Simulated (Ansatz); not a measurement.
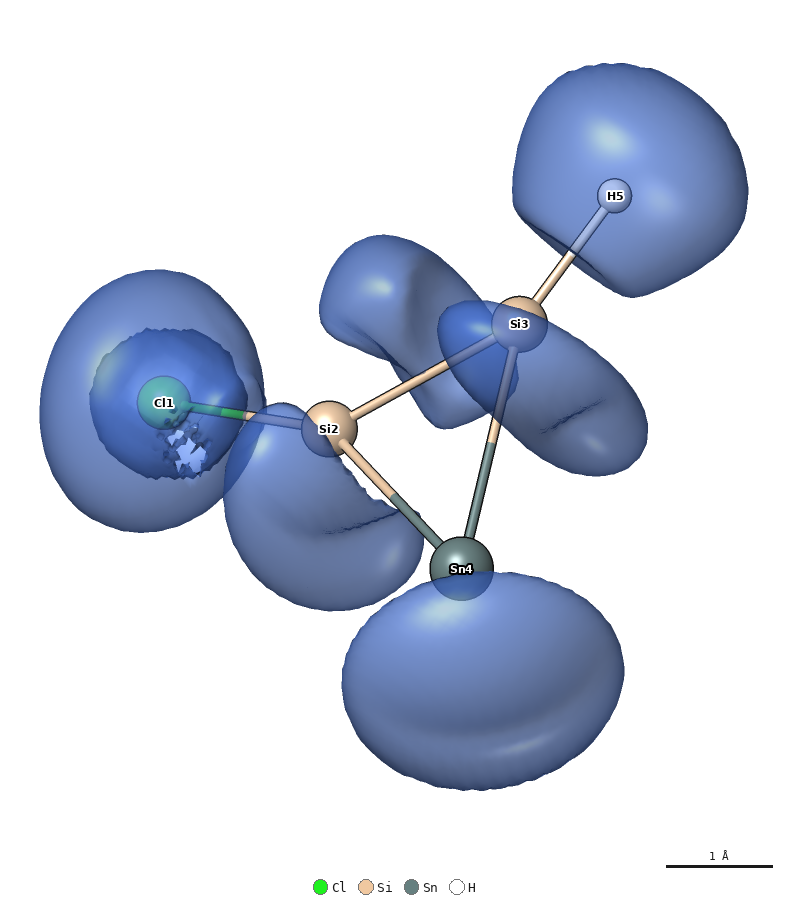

The picture shows: ClHSi2Sn (SMILES Cl[Si]1=[Sn]=[SiH]1). Isosurface of the electron localisation function at 0.8 (blue), seen at a tilt. Only the valence region is drawn (cores and ρ < 0.01 e/Å³ removed).

Geometry: PBE-D3(BJ)/def2-SVP; core potentials replace the inner electrons of Sn.

These are results of isolated molecule in a Gaussian basis; Kohn-Sham density functional theory, functional PBE0 (Ansatz), not measurements.

Input file:

```
crystal:
  periodic: [false, false, false]
  atoms:
    - {symbol: Cl, position_ang: [-1.621740, 2.677203, -3.035283]}
    - {symbol: Si, position_ang: [-0.634105, 2.205991, -1.254998]}
    - {symbol: Si, position_ang: [0.095572, 0.500637, -0.127924]}
    - {symbol: Sn, position_ang: [0.511990, 2.852047, 0.976282]}
    - {symbol: H, position_ang: [0.231491, -1.007751, -0.083102]}
basis:
  gaussian:
    orbitals: def2-TZVPD
hamiltonian:
  xc: pbe0
output:
  forces: true
  orbitals: {seedname: orbitals}
```

Launched as:

```sh
ansatz run input.yaml --threads 1 --pin off --max-ram 2610MiB --events-out events.jsonl --progress --plain --runs-dir runs
```

Q: Describe the localisation domains.

A: The ELF exceeds this value in one region around a hydrogen nucleus, one region on Cl in which the atom's valence shell and bonds are merged, one region on Si in which the atom's valence shell and bonds are merged, two lobes on Si, pointing away from the bonds (lone pairs) and one lobe on Sn, pointing away from the bonds (lone pairs). Profiles from the grid: Si–Cl (2.09 Å): the ELF peaks at about 0.85 between the atoms, as expected for a shared but strongly polarised pair. Si–Si (2.17 Å): the ELF peaks at about 0.80 between the atoms; a covalent bond.
